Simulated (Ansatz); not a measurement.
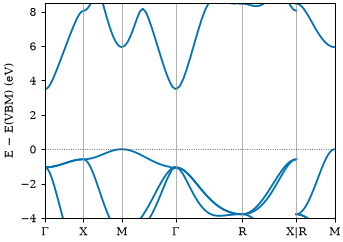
Figure. Band structure from plane-wave PAW r²SCAN (Ansatz code)

Task: Read off the gap and where the band edges lie.

Result: About 3.5 eV (3.49 eV by a search for the band edges); maximum at M, minimum at Γ.

The material is MgO (CsCl type, Pm-3m).

This is a known high-pressure phase of the composition, computed here at zero pressure and temperature. The cell was relaxed with r²SCAN under the symmetry of its start. At this level the phase is mechanically unstable.

Potentials: the later of the program's two PAW sets.
